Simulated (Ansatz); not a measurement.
**Frequency calculation of SiH5OF**

- system: SiH5OF
- method: RKS PBE-D4/6-31G* (Ansatz 0.2.0)

It belongs to a series of runs on one base structure; here: vibrations at the highest image of the band.

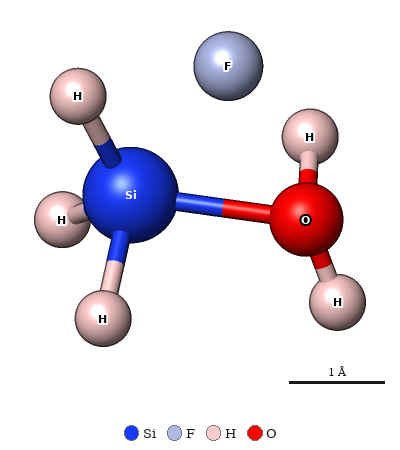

Figure 1. The input geometry (ball-and-stick view, seen at a tilt). Bond lengths as drawn: H–O 0.98 to 1.16 Å, H–Si 1.49 to 1.52 Å and O–Si 1.88 Å.

Input
```yaml
crystal:
  periodic: [false, false, false]
  atoms:
    - { symbol: Si, position_ang: [-0.238709, 0.066456, -0.14446] }
    - { symbol: F, position_ang: [-0.153357, 0.636366, 1.73446] }
    - { symbol: H, position_ang: [1.0459, -0.665492, 0.114288] }
    - { symbol: H, position_ang: [-0.16025, 1.482801, -0.606119] }
    - { symbol: H, position_ang: [-0.731064, -0.672928, -1.380276] }
    - { symbol: O, position_ang: [-1.858984, -0.306508, 0.73909] }
    - { symbol: H, position_ang: [-2.104814, -1.254437, 0.745625] }
    - { symbol: H, position_ang: [-1.24972, 0.084042, 1.640692] }
basis:
  gaussian: { orbitals: "6-31G*" }
hamiltonian:
  xc: pbe
  dispersion: d4
phonons: {}
```

Machine: 1 thread of Arm Neoverse V1, 24 GiB of memory available, shared host.

Command:
```bash
ansatz run input.yaml --threads 1 --pin off --max-ram 2048MiB --backend cpu --events-out ev --progress --plain --runs-dir out
```

Log
```
Engine: ansatz 0.2.0, aarch64-unknown-linux-gnu
Functional definition: PBE
  parameter kappa = 0.804
  parameter beta = 0.06672455060314922
  exchange = pbe_x(kappa = kappa, mu = beta*pi^2/3)
  correlation = pbe_c(beta = beta)
701 factors; their error is unknown
mean field evaluation 1: about -12708.7888 eV, gradient 5.0e1 eV
mean field evaluation 2: about -12698.3588 eV, gradient 9.2e1 eV
mean field evaluation 4: about -12712.9695 eV, gradient 6.7e0 eV
mean field evaluation 8: about -12713.0395 eV, gradient 4.1e-2 eV
mean field -12712.98900743 eV, -467.1937288498 hartree, gradient 5.8e-5 eV, S^2 0.000000; 0 other end points of the search recorded, 0 dependent functions left out
the calculation of the forces begins
reference -12712.98903739 eV, -467.1937299505 hartree; 18, 18 occupied and 41, 41 virtual orbitals, 701 factors
these checks for a lower state are left out or cut short: stability, starts, cluster_reference, orbital_swaps, neighbouring_geometries, increment
701 factors; their error is unknown
mean field evaluation 16: about -12713.0383 eV, gradient 1.2e-1 eV
mean field -12712.98890640 eV, -467.1937251368 hartree, gradient 2.0e-6 eV, S^2 0.000000; 0 other end points of the search recorded, 0 dependent functions left out
[... from here on the field's lines of each further geometry are left out, up to the last ...]
the calculation of the forces begins
reference -12712.98900579 eV, -467.1937287895 hartree; 18, 18 occupied and 41, 41 virtual orbitals, 701 factors
these checks for a lower state are left out or cut short: stability, starts, cluster_reference, orbital_swaps, neighbouring_geometries, increment
701 factors; their error is unknown
mean field -12712.98895961 eV, -467.1937270924 hartree, gradient 1.4e-6 eV, S^2 0.000000; 0 other end points of the search recorded, 0 dependent functions left out
the calculation of the forces begins
reference -12712.98898956 eV, -467.1937281930 hartree; 18, 18 occupied and 41, 41 virtual orbitals, 701 factors
WARN: phonons: modes at or below zero, which the zero-point energy, F, S and C_V leave out: 1, the lowest at -522.51 cm⁻¹. A minimum has none, and a first-order saddle one
Total energy: -12713.09061050 eV, -467.1974626935 hartree
Atom 0 at    -0.238709     0.066456    -0.144460 Å, force    -0.009272     0.003833    -0.001866 eV/Å
Atom 1 at    -0.153357     0.636366     1.734460 Å, force     0.000778     0.001509    -0.009456 eV/Å
Atom 2 at     1.045900    -0.665492     0.114288 Å, force    -0.007481    -0.001541    -0.000463 eV/Å
Atom 3 at    -0.160250     1.482801    -0.606119 Å, force     0.011078     0.007140     0.002753 eV/Å
Atom 4 at    -0.731064    -0.672928    -1.380276 Å, force     0.003469    -0.011246    -0.003636 eV/Å
Atom 5 at    -1.858984    -0.306508     0.739090 Å, force    -0.001848    -0.008409     0.036227 eV/Å
Atom 6 at    -2.104814    -1.254437     0.745625 Å, force     0.005019    -0.004694    -0.028208 eV/Å
Atom 7 at    -1.249720     0.084042     1.640692 Å, force    -0.001744     0.013408     0.004649 eV/Å
Dipole moment:    -0.313453    -0.421158     0.083622 e Å
Vibrations: -522.51 184.44 457.81 512.43 636.60 698.56 707.16 793.02 826.89 996.81 1057.01 1145.16 1287.19 1934.32 2064.78 2169.10 2230.51 3667.72 cm⁻¹, zero-point energy 1.324742 eV
```

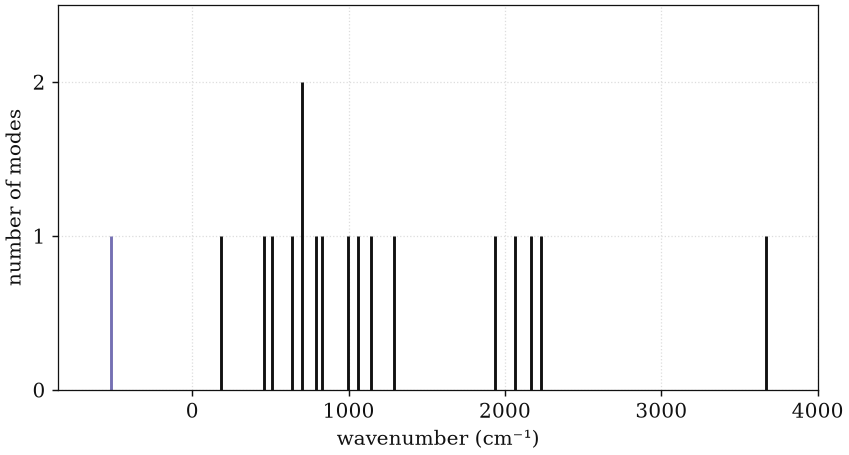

Figure 2. Harmonic vibrational wavenumbers from the force constants; neighbouring modes closer than 19 cm⁻¹ are counted in one stick, and imaginary ones are drawn at negative wavenumbers. 18 modes from 523i to 3668 cm⁻¹, 1 imaginary beyond 8i (523i cm⁻¹): a first-order saddle point, if the geometry is stationary.

Summary

- outcome: converged
- total energy: −12713.0906 eV
- mean-field energy: −12712.9890 eV
- largest force (length of the vector): 0.037 eV/Å
- wall time: 48 s
- peak memory: 0.095 GiB
